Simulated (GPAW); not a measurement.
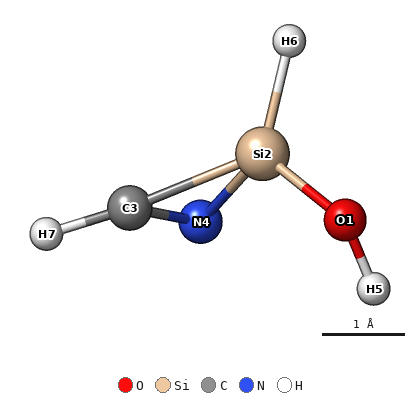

*The structure (ball-and-stick view, seen at a tilt; atoms are numbered from 1 in the order of the input).*

Bond lengths as drawn: C–H 1.08 Å, C–N 1.29 Å, C–Si 1.83 Å, H–O 0.95 Å, H–Si 1.43 Å, N–Si 1.79 Å and O–Si 1.62 Å.

## CH₃NOSi: property calculation

CH₃NOSi, SMILES O[SiH]1C=N1, computed with PBE0/plane waves, scalar-relativistic datasets (GPAW 26.7.0).

The geometry comes from this level: GFN2-xTB.

**Input file (ch3nosi.py)**
```python
import numpy as np
from ase.io import read
from ase.units import Debye
from gpaw import GPAW, PW

molecule = read('ch3nosi.sdf')
molecule.center(vacuum=4.5)

calculator = GPAW(mode={'name': 'pw', 'ecut': 500},
                  xc='PBE0',
                  symmetry='off',
                  maxiter=100,
                  txt='-')
molecule.calc = calculator

energy = molecule.get_potential_energy()
print(f'Energy                  {energy:.5f} eV')
forces = molecule.get_forces()
print('Forces (eV/Ang)')
for symbol, f in zip(molecule.symbols, forces):
    print(f'{symbol:2} {f[0]:9.4f} {f[1]:9.4f} {f[2]:9.4f}')
dipole = molecule.get_dipole_moment() / Debye
print(f'Dipole                  {np.linalg.norm(dipole):.3f} D')
homo, lumo = calculator.get_homo_lumo()
print(f'HOMO: {homo:.3f} eV')
print(f'LUMO = {lumo:.3f} eV')
print(f'Gap                     {lumo - homo:.3f} eV')
```

**File ch3nosi.sdf**
```

     RDKit          3D

  7  7  0  0  0  0  0  0  0  0999 V2000
   -0.7954    1.0507   -1.1422 O   0  0  0  0  0  0  0  0  0  0  0  0
   -0.0126    0.5859    0.2011 Si  0  0  2  0  0  4  0  0  0  0  0  0
    0.8379   -1.0256    0.3056 C   0  0  0  0  0  0  0  0  0  0  0  0
   -0.3205   -1.0445    0.8792 N   0  0  0  0  0  0  0  0  0  0  0  0
   -1.5499    0.5626   -1.4649 H   0  0  0  0  0  0  0  0  0  0  0  0
    0.3096    1.7148    1.0180 H   0  0  0  0  0  0  0  0  0  0  0  0
    1.5310   -1.8440    0.2031 H   0  0  0  0  0  0  0  0  0  0  0  0
  2  1  1  0
  3  2  1  0
  4  3  2  0
  4  2  1  0
  5  1  1  0
  2  6  1  1
  7  3  1  0
M  END
$$$$
```

Run on 1 thread of Arm Neoverse V2, 24 GiB of memory available, shared host.

Command:
```bash
python ch3nosi.py
```

**The program's output**
```
__  _  _
 | _ |_)|_||  |
 |__||  | ||/\| - 26.7.0

units:  Angstrom and eV
cores:  1
OpenMP: False

Versions:
  Python: 3.12.14
  ASE:    3.29.0
  Numpy:  2.5.5
  Scipy:  1.18.1
  Libxc:  7.0.0

        _gpaw.cpython-312-aarch64-linux-gnu.so

Input parameters:
  mode=PW(ecut=500),
  maxiter=100,
  symmetry=Symmetry(point_group=False, time_reversal=False),
  xc=XC(name='PBE0')

Diagonalizing LCAO Hamiltonian
Converting LCAO to pw mode
         .-----------------------------.
        /|                             |
       / |                             |
      /  |                             |
     /   |                             |
    /    |                             |
   /     |                             |
  /      |                             |
 *       |            H                |
 |       |                             |
 |       |         NSi                 |
 |       |         O C                 |
 |       |       H     H               |
 |       |                             |
 |       .-----------------------------.
 |      /                             /
 |     /                             /
 |    /                             /
 |   /                             /
 |  /                             /
 | /                             /
 |/                             /
 *-----------------------------*

Atoms  # Å, Bohr magnetons
|   | symbol |        x |        y |        z |    initial magnetic moments |
|---|--------|----------|----------|----------|-----------------------------|
| 0 |      O | 5.254500 | 7.394700 | 4.822700 | ( 0.0000,  0.0000,  0.0000) |
| 1 |     Si | 6.037300 | 6.929900 | 6.166000 | ( 0.0000,  0.0000,  0.0000) |
| 2 |      C | 6.887800 | 5.318400 | 6.270500 | ( 0.0000,  0.0000,  0.0000) |
| 3 |      N | 5.729400 | 5.299500 | 6.844100 | ( 0.0000,  0.0000,  0.0000) |
| 4 |      H | 4.500000 | 6.906600 | 4.500000 | ( 0.0000,  0.0000,  0.0000) |
| 5 |      H | 6.359500 | 8.058800 | 6.982900 | ( 0.0000,  0.0000,  0.0000) |
| 6 |      H | 7.580900 | 4.500000 | 6.168000 | ( 0.0000,  0.0000,  0.0000) |

Unit cell  # Å
| periodic |         x |         y |         z |   lengths |    angles |
|----------|-----------|-----------|-----------|-----------|-----------|
|       no | 12.080900 |  0.000000 |  0.000000 | 12.080900 | 90.000000 |
|       no |  0.000000 | 12.558800 |  0.000000 | 12.558800 | 90.000000 |
|       no |  0.000000 |  0.000000 | 11.482900 | 11.482900 | 90.000000 |

Number of symmetries: 1
Symmetry operations  # r_c * U_cc + t_c -> r_c
|   | kind |            matrix            |
|---|------|------------------------------|
| 0 |  E   |  1, 0, 0,  0, 1, 0,  0, 0, 1 |

BZ-sampling:
  Number of BZ points: 1
  Number of IBZ points: 1

  Monkhorst-Pack size: [1, 1, 1]
  Monkhorst-Pack shift: [0, 0, 0]

K-points  # in reciprocal-cell coordinates
|   |                                coordinates |     weight |
|---|--------------------------------------------|------------|
| 0 | (  0.00000000,   0.00000000,   0.00000000) | 1.00000000 |

Plane wave coefficients: 22087
Cutoff: 500.0 eV

Spin-components: 1 (collinear spins)
Bands:           18
Projectors:      29
Spin-degeneracy: 2
Datatype:        float64

  Storage: CPU
  Wave functions: 6_361_056 bytes (6_361_056 per core)
  Projectors: 13_782_288 bytes (13_782_288 per core)

Parallelization:
  kpt:    1
  domain: 1
  band:   1

Density:
  Valence electrons: 22.0
  Components: 1
  Grid points: [63 70 60]
  Charge: 0.0  # |e|

Potential:
  Grid points: [63 70 60]

species:
  O:
    name:    Oxygen
    Z:       8.0
    valence: 6
    core:    2
    charge:  0.0  # [|e|]
    file:    O.PBE.gz
    compensation charges:
      type: gauss
      rc: 0.21  # [Å]
      lmax: 2
    cutoffs:
      filter: 1.17  # [Å]
      core: 0.83  # [Å]
    projectors
    | kind |    occ | energy [eV] | rcut [Å] |
    |------|--------|-------------|----------|
    |   2s |  2.000 |     -23.961 |    0.688 |
    |   2p |  4.000 |      -9.029 |    0.598 |
    |    s |        |       3.251 |    0.688 |
    |    p |        |      18.182 |    0.598 |
    |    d |        |       0.000 |    0.619 |

    Using partial waves for O as LCAO basis

  Si:
    name:    Silicon
    Z:       14.0
    valence: 4
    core:    10
    charge:  0.0  # [|e|]
    file:    Si.PBE.gz
    compensation charges:
      type: gauss
      rc: 0.33  # [Å]
      lmax: 2
    cutoffs:
      filter: 1.86  # [Å]
      core: 2.06  # [Å]
    projectors
    | kind |    occ | energy [eV] | rcut [Å] |
    |------|--------|-------------|----------|
    |   3s |  2.000 |     -10.812 |    1.058 |
    |   3p |  2.000 |      -4.081 |    1.058 |
    |    s |        |      16.399 |    1.058 |
    |    p |        |      23.130 |    1.058 |
    |    d |        |       0.000 |    1.058 |

    Using partial waves for Si as LCAO basis

  C:
    name:    Carbon
    Z:       6.0
    valence: 4
    core:    2
    charge:  0.0  # [|e|]
    file:    C.PBE.gz
    compensation charges:
      type: gauss
      rc: 0.20  # [Å]
      lmax: 2
    cutoffs:
      filter: 1.14  # [Å]
      core: 1.14  # [Å]
    projectors
    | kind |    occ | energy [eV] | rcut [Å] |
    |------|--------|-------------|----------|
    |   2s |  2.000 |     -13.751 |    0.635 |
    |   2p |  2.000 |      -5.284 |    0.635 |
    |    s |        |      13.461 |    0.635 |
    |    p |        |      21.927 |    0.635 |
    |    d |        |       0.000 |    0.635 |

    Using partial waves for C as LCAO basis

  N:
    name:    Nitrogen
    Z:       7.0
    valence: 5
    core:    2
    charge:  0.0  # [|e|]
    file:    N.PBE.gz
    compensation charges:
      type: gauss
      rc: 0.18  # [Å]
      lmax: 2
    cutoffs:
      filter: 1.11  # [Å]
      core: 0.96  # [Å]
    projectors
    | kind |    occ | energy [eV] | rcut [Å] |
    |------|--------|-------------|----------|
    |   2s |  2.000 |     -18.583 |    0.603 |
    |   2p |  3.000 |      -7.089 |    0.529 |
    |    s |        |       8.629 |    0.603 |
    |    p |        |      20.123 |    0.529 |
    |    d |        |       0.000 |    0.577 |

    Using partial waves for N as LCAO basis

  H:
    name:    Hydrogen
    Z:       1.0
    valence: 1
    core:    0
    charge:  0.0  # [|e|]
    file:    H.PBE.gz
    compensation charges:
      type: gauss
      rc: 0.15  # [Å]
      lmax: 2
    cutoffs:
      filter: 0.85  # [Å]
      core: 0.53  # [Å]
    projectors
    | kind |    occ | energy [eV] | rcut [Å] |
    |------|--------|-------------|----------|
    |   1s |  1.000 |      -6.494 |    0.476 |
    |    s |        |      20.717 |    0.476 |
    |    p |        |       0.000 |    0.476 |

    Using partial waves for H as LCAO basis

Reference energy: -12474.016658  # eV

eigensolver:
  PPCG
  Converge bands: occupied
  niter=2

density mixing:
  MSR1-Mixer
  Pratt-step length: 0.05
  Maximum mixing coefficient: 0.75
  Old densities: 10
  SVD Regularization: 0.005
  Good broyden scale: 1.0
  Trust region scale: 1.0
  Backstep threshold: 4.0
  History deletion threshold: 6.0
  Fourier metric: weight=20.0, sigma=0.015

occupation numbers:
  # Zero width

poisson solver:
  ecut: 4000.0  # eV

xc functional:
  name: HYB_GGA_XC_PBEH with 2 nearest neighbor stencil

Initialization done in: 1.282 s

convergence criteria:
- Maximum [total energy] change in last 3 cyles: 0.0005 eV / valence electron
- Maximum integral of absolute [dens]ity change: 0.0001 electrons / valence electron
- Maximum integral of absolute [eigenst]ate change: 4e-08 eV^2 / valence electron
maximum number of iterations: 100

IBZ(<points: 1, symmetries: 1>)
Occupied bands: 11
Transforming wave functions from IBZ to BZ: 0.005 seconds
Distributing wave functions and iFFT-ing to real space: 0.047 seconds
SCF iterations
|iter     |     time |      energy | eigst |  dens |
|---------|----------|-------------|-------|-------|
|iter:   1| 00:00:09 | -328.853275 | +0.56 |       |
|iter:   2| 00:00:18 |  -42.087226 | -0.56 | -0.53 |
|iter:   3| 00:00:26 |  -39.585891 | -0.92 | -0.63 |
|iter:   4| 00:00:35 |  -38.522066 | -0.86 | -0.83 |
|iter:   5| 00:00:44 |  -38.718939 | -1.38 | -1.24 |
|iter:   6| 00:00:53 |  -38.622288 | -1.87 | -1.43 |
|iter:   7| 00:01:01 |  -38.623841 | -3.15 | -1.76 |
|iter:   8| 00:01:10 |  -38.617023c| -2.88 | -1.94 |
|iter:   9| 00:01:19 |  -38.611067 | -2.91 | -2.13 |
|iter:  10| 00:01:27 |  -38.612775c| -3.66 | -2.46 |
|iter:  11| 00:01:36 |  -38.611423c| -3.84 | -2.58 |
|iter:  12| 00:01:45 |  -38.611667c| -4.53 | -3.46 |
|iter:  13| 00:01:54 |  -38.611630c| -5.60 | -3.32 |
|iter:  14| 00:02:02 |  -38.611630c| -5.43 | -3.70 |
|iter:  15| 00:02:11 |  -38.611631c| -6.99 | -3.83 |
|iter:  16| 00:02:20 |  -38.611628c| -6.30 | -3.95 |
|iter:  17| 00:02:28 |  -38.611628c| -7.85c| -4.64c|

Converged in 17 steps
SCF loop duration: 147.537 s (8.679 s/step)
Energy contributions relative to reference atoms: (reference = -12474.016658)

Energy contributions:
  Kinetic:          30.021061
  Coulomb:         -30.314260
  Zero:             -0.084805
  External:          0.000000
  Xc:              243.935888
  Entropy:           0.000000
  Spinorbit:         0.000000
  Hybrid_Xc_Cc:      -213.834654
  Hybrid_Xc_Vc:        -6.343423
  Hybrid_Xc_Vv:       -61.991435
  ----------------------------
  Free energy:     -38.611628
  Extrapolated:    -38.611628

dipole moment: (0.016136, 0.123768, -0.196497)  # |e|*Ang

Fermi level: -3.327
Eigenvalues  # (at kpt = [0.000, 0.000, 0.000])
| band index |      eig [eV] | occ [0-2] |
|------------|---------------|-----------|
|          0 |       -28.627 |     2.000 |
|        ... |               |           |
|          3 |       -15.752 |     2.000 |
|          4 |       -13.131 |     2.000 |
|          5 |       -11.751 |     2.000 |
|          6 |       -11.389 |     2.000 |
|          7 |       -10.238 |     2.000 |
|          8 |        -9.707 |     2.000 |
|          9 |        -9.441 |     2.000 |
|         10 |        -6.072 |     2.000 |
|         11 |        -0.583 |     0.000 |
|         12 |        -0.163 |     0.000 |
|         13 |         0.255 |     0.000 |
|         14 |         0.332 |     0.000 |
|         15 |         0.811 |     0.000 |
|         16 |         0.982 |     0.000 |
|         17 |         1.092 |     0.000 |

Gap: 5.489 eV
Transition (v -> c):
  (s=0, k=0, n=10, [0.00, 0.00, 0.00]) -> (s=0, k=0, n=11, [0.00, 0.00, 0.00])
No difference between direct/indirect transitions
vacuum-level: 0.283  # V
Energy                  -38.61163 eV

Forces  # eV/Ang
|        x |        y |        z |
|----------|----------|----------|
| -0.16000 |  0.60468 | -0.23261 |  # O    0
|  0.81423 | -2.34000 | -0.20809 |  # Si   1
| -0.96083 |  1.68171 |  0.11392 |  # C    2
|  0.03814 |  0.14208 |  0.03552 |  # N    3
| -0.18217 | -0.26336 | -0.09490 |  # H    4
|  0.11345 |  0.59125 |  0.45709 |  # H    5
|  0.31843 | -0.42726 | -0.06414 |  # H    6

Force computation time: 1.851  # s
Forces (eV/Ang)
O    -0.1600    0.6047   -0.2326
Si    0.8142   -2.3400   -0.2081
C    -0.9608    1.6817    0.1139
N     0.0381    0.1421    0.0355
H    -0.1822   -0.2634   -0.0949
H     0.1134    0.5913    0.4571
H     0.3184   -0.4273   -0.0641
Dipole                  1.118 D
HOMO: -6.072 eV
LUMO = -0.583 eV
Gap                     5.489 eV
```

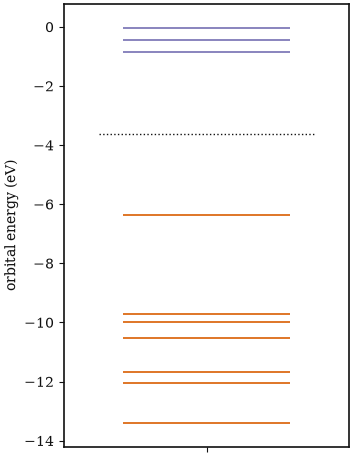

*Orbital energies near the frontier; the dotted line parts filled from empty levels, and levels within 0.02 eV of each other stand side by side.*

Highest filled −6.35 eV, lowest empty −0.87 eV, 5.48 eV apart.

**Summary**

| quantity | value |
| --- | --- |
| outcome | converged |
| energy relative to the program's reference atoms | −38.6116 eV |
| largest force | 2.486 eV/Å |
| HOMO | −6.35 eV |
| LUMO | −0.87 eV |
| dipole moment | 1.12 D |
| wall time | 2.5 min |
| peak memory | 0.65 GiB |
